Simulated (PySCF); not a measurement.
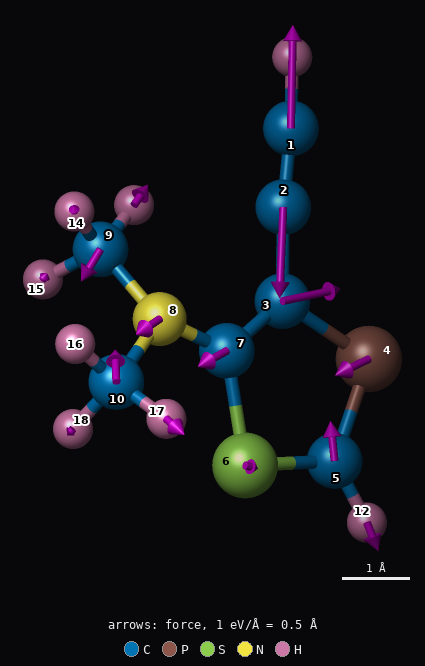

Starting geometry of C₇H₈NPS with the computed forces as purple arrows. Style: ball-and-stick. Shown at a tilt.

The start comes from GFN2-xTB. Its atoms were then displaced at random by about 0.01 Å.

Method: PySCF 2.14.0, density-fitted response routines, PBE0-D3(BJ)/def2-SVP geometry optimisation, gas phase. 

Question: What follows when this structure is relaxed?

Answer: It isn't relaxed: the largest force vector, on a C atom, is 3.11 eV/Å. The final displacements follow the starting forces only in part (cosine between the two patterns 0.31). After 8 geometry steps the energy has fallen by 18.7 kJ/mol. The largest moves after the best rigid fit, 0.080 Å, are those of H atoms. Largest moves by element: H 0.080 Å, C 0.058 Å, P 0.043 Å, N 0.036 Å, S 0.018 Å. Among the contacts that change: C–C 1.355 → 1.397 Å, C–P 1.826 → 1.787 Å, C–C 1.188 → 1.216 Å, C–H 1.074 → 1.100 Å. Among the angles between lasting bonds that change: C–C–H 175.1° → 179.6°, C–C–C 174.5° → 177.1°, C–P–C 91.5° → 94.0°. Cost: 2.7 min on 1 thread of Arm Neoverse V2, with other jobs on the host.
